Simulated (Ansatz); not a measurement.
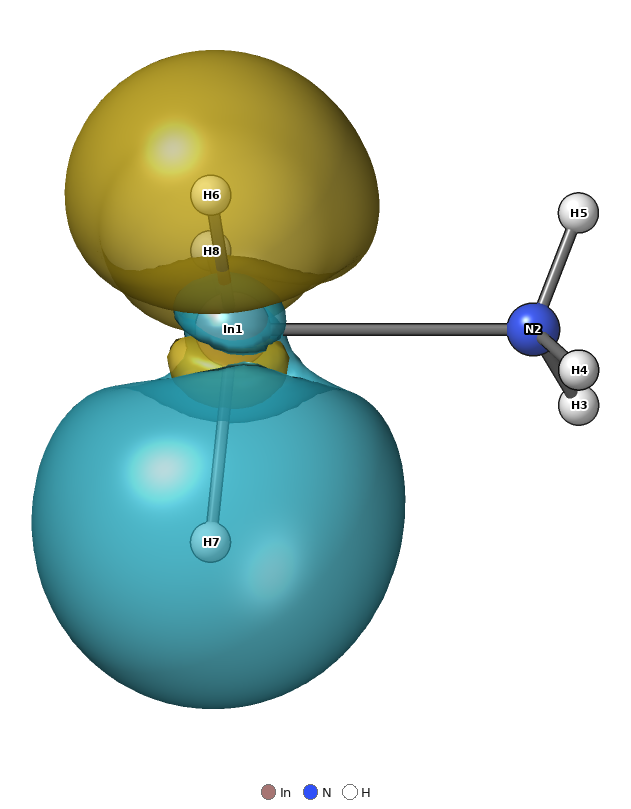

The picture shows: H$_{6}$InN. The HOMO at ±0.08 Å⁻³ᐟ² (yellow and cyan are the two phases), seen from one side.

Geometry: PBE-D4/def2-TZVP; core potentials replace the inner electrons of In.

Level of theory: Ansatz, RKS PBE0-D4/def2-TZVP.

```xyz
8

In   -0.0017    0.0034   -1.2832
N     0.0012   -0.0025    1.1421
H    -0.9514    0.0312    1.5098
H     0.5092    0.8039    1.5100
H     0.4480   -0.8472    1.5036
H     1.7351   -0.0203   -1.4624
H    -0.8494    1.5200   -1.4572
H    -0.8911   -1.4885   -1.4628
```

What is the character of this orbital?

Answer. By Hirshfeld shares it lies mainly on In1 (about 40 %), H7 (about 40 %) and H6 (about 15 %). It is one of a degenerate set, so its orientation is arbitrary. Its energy is −7.30 eV.
